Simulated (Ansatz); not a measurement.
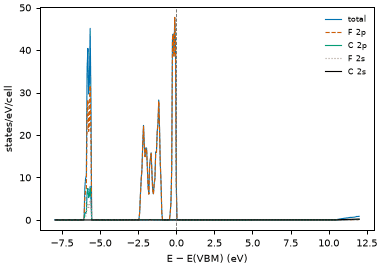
*Total and projected density of states of CF4 in space group C2/c (No. 15; F on 8f, C on 4e, F on 8f), r²SCAN+D4 (plane waves, PAW; program Ansatz)*

Question: Which orbitals carry the states next to the gap?

Answer: Top 1 eV of the valence band: F 2p 100 %. Bottom 1 eV of the conduction band: C 2s 30 %, F 2p 9 %, C 2p 7 %, F 2s 5 %, outside the projected shells 49 %. Projections are on Löwdin-orthogonalised atomic valence shells; empty p or d shells of many metals are not among them.

The workflow started from an entry of the Crystallography Open Database (COD). The cell was relaxed with r²SCAN+D4 under the symmetry of its start; whether a distortion lowers the energy is not shown. The substance is a gas or liquid at ambient conditions.

Potentials: the later of the program's two PAW sets.
